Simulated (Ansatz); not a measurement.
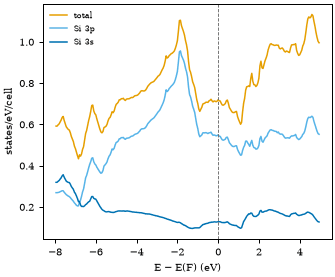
Figure. Total and projected density of states of Si (β-Sn type, space group No. 141), LDA (plane waves, PAW; program Ansatz)

Task: Which orbitals carry the states next to the Fermi level?

Result: Within 0.5 eV of the Fermi level: Si 3p 76 %, Si 3s 18 %, outside the projected shells 6 %. Projections are on Löwdin-orthogonalised atomic valence shells; empty p or d shells of many metals are not among them.

Task: Where is the tallest occupied peak in this window, and what makes it?

Result: Near -1.8 eV, about 1.1 states/eV per cell; the largest projected share is Si 3p.

Space group I4_1/amd (β-Sn type). This is a known high-pressure phase of the composition, computed here at zero pressure and temperature. Symmetry was held in the LDA relaxation; of distortions, only those at the zone centre were tested.

Potentials: the later of the program's two PAW sets.
